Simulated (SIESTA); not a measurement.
Band structure of HfMg6Sb (Amm2, 8 atoms in the cell).

```xyz
8
Lattice="5.4187 0.0000 0.0000 0.0000 3.0911 5.6868 0.0000 -3.0911 5.6868" Properties=species:S:1:pos:R:3 pbc="T T T"
Mg     2.7093     1.5585     4.7472
Mg     2.7093    -1.5585     4.7472
Mg     0.0000     1.5030     6.6137
Mg     0.0000    -1.5030     6.6137
Mg     0.0000     0.0000     3.8142
Mg     0.0000     0.0000     9.4421
Hf     2.7093     0.0000     7.6128
Sb     2.7093     0.0000     1.9035
```

Computed with GGA PBEsol, numerical atomic orbitals DZP, PseudoDojo PBEsol standard norm-conserving potentials (rewritten from UPF to PSML) (SIESTA).

Settings: XC.functional = GGA; XC.authors = PBEsol; potentials = PseudoDojo PBEsol standard; PAO.BasisSize = DZP; PAO.EnergyShift = 0.01 Ry; MeshCutoff = 350 Ry; kgrid.MonkhorstPack = 3 3 3; OccupationFunction = FD; ElectronicTemperature = 100 meV; MaxSCFIterations = 150; SCF.Mixer.Method = Pulay; SCF.Mixer.Weight = 0.1; SCF.Mixer.History = 6; SCF.DM.Tolerance = 1.0E-04.

The starting cell comes from a database of computed structures (which also holds hypothetical and non-ambient phases and stackings), without a prior relaxation at this level. Its lattice was rescaled by a random factor within 2.5 % of one. Spin-orbit coupling is off. Values carry the incompleteness of an atom-centred basis.

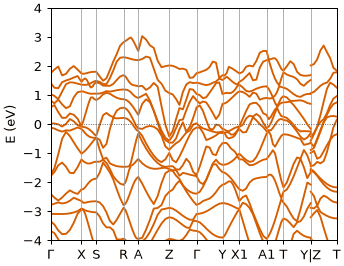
Fig. 1. Bands along the path, energies from the Fermi level.

Levels in eV from the Fermi level, bands 41 to 46:
```
point     41     42     43     44     45     46
-----  -----  -----  -----  -----  -----  -----
Γ      -1.79  -1.75  -0.11   0.03   0.58   0.82
X      -1.21  -1.01  -0.16  -0.09  -0.06   1.13
S      -1.29  -0.47  -0.47  -0.40   0.84   1.05
R      -2.08  -1.46   0.22   0.57   0.86   1.20
A      -1.20  -0.32  -0.24  -0.14   0.32   0.91
Z      -1.54  -1.45  -0.99  -0.88  -0.63  -0.56
Y      -1.40  -0.65  -0.30  -0.25  -0.16   0.70
X1     -1.21  -1.01  -0.16  -0.09  -0.06   1.13
A1     -1.20  -0.32  -0.24  -0.14   0.32   0.91
T      -2.17  -0.34   0.15   0.26   0.75   0.97
```

Bands cross the Fermi level along this path, so the cell is metallic at this level.

Higher empty bands are left out: an atom-centred basis made for the valence describes them poorly.
